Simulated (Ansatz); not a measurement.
Base system: ZrS2 in the CdI2 type structure (space group P-3m1, No. 164; a = 3.6743 Å, c = 5.8603 Å; layered, stacked along the Cartesian z axis). Axes: x lies along a and z along c of the hexagonal cell.

It is then changed as follows: uniaxial stress, 3 GPa compression along z; all other stress components relax to zero.

The values are results of r2SCAN+rVV10 in Ansatz (plane waves to 500 eV, PAW, spin-orbit coupling left out), not measurements.

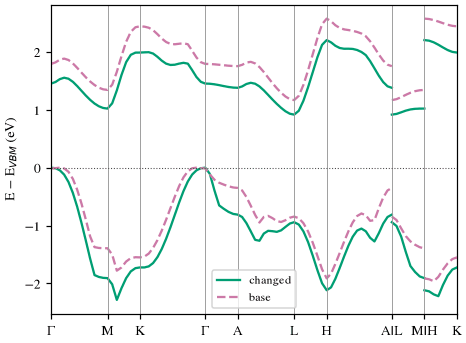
Figure: Highest valence and lowest conduction band along the path, each from its own valence-band maximum

Problem. Read the changed gap and its character from the plot.

Solution. About 0.9 eV, indirect, Γ → L.

Load acts through the strain it causes; cell and atoms are relaxed under it. Stability under load was not tested beyond the relaxation.

Ansatz is a quantum-chemistry and plane-wave program.
